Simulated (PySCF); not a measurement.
```json
{"atom": "F", "x (Å)": "-0.5225", "y (Å)": "0.1528", "z (Å)": "-2.2820"}
{"atom": "C", "x (Å)": "-0.1961", "y (Å)": "0.2668", "z (Å)": "-0.9538"}
{"atom": "C", "x (Å)": "-1.2399", "y (Å)": "0.6507", "z (Å)": "0.0169"}
{"atom": "C", "x (Å)": "-0.9042", "y (Å)": "-0.4415", "z (Å)": "0.9641"}
{"atom": "C", "x (Å)": "0.2036", "y (Å)": "-0.9125", "z (Å)": "-0.0148"}
{"atom": "C", "x (Å)": "1.4974", "y (Å)": "-0.1694", "z (Å)": "0.1799"}
{"atom": "C", "x (Å)": "1.1730", "y (Å)": "0.8396", "z (Å)": "-0.6273"}
{"atom": "H", "x (Å)": "-1.9168", "y (Å)": "1.4781", "z (Å)": "0.0567"}
{"atom": "H", "x (Å)": "-1.7058", "y (Å)": "-1.1745", "z (Å)": "1.0908"}
{"atom": "H", "x (Å)": "-0.5600", "y (Å)": "-0.1435", "z (Å)": "1.9583"}
{"atom": "H", "x (Å)": "0.2148", "y (Å)": "-1.9498", "z (Å)": "-0.3243"}
{"atom": "H", "x (Å)": "2.3286", "y (Å)": "-0.3674", "z (Å)": "0.8303"}
{"atom": "H", "x (Å)": "1.6234", "y (Å)": "1.7711", "z (Å)": "-0.9126"}
```

Geometry: GFN2-xTB.

The calculation used UKS B3LYP, pcH-1 on C F H, non-relativistic, mean-field spin-orbit, GIAO in PySCF.

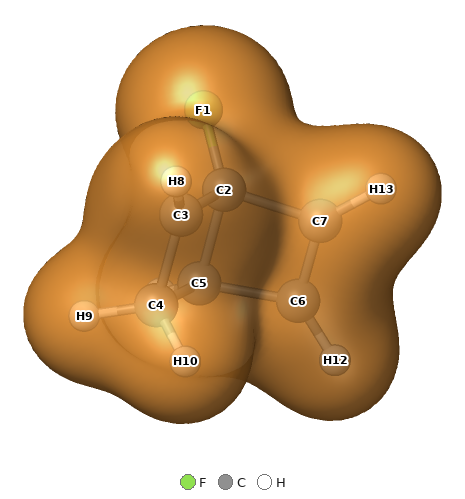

C₆H₆F (doublet). Isosurface of the total electron density at 0.05 e/Å³ (orange), seen at a tilt.

### Which contacts does the surface bridge?

At this value the surface is in one piece. It bridges the sampled C–C (1.33 Å), C–F (1.37 Å), C–H (1.07 Å) and C–C (1.48 Å) contacts, where the density stays above the isovalue. On the grid the lowest density along these lines, outside the cores, is 2.3 e/Å³ (C–C, 1.33 Å), 1.7 e/Å³ (C–F, 1.37 Å), 1.9 e/Å³ (C–H, 1.07 Å) and 1.8 e/Å³ (C–C, 1.48 Å).
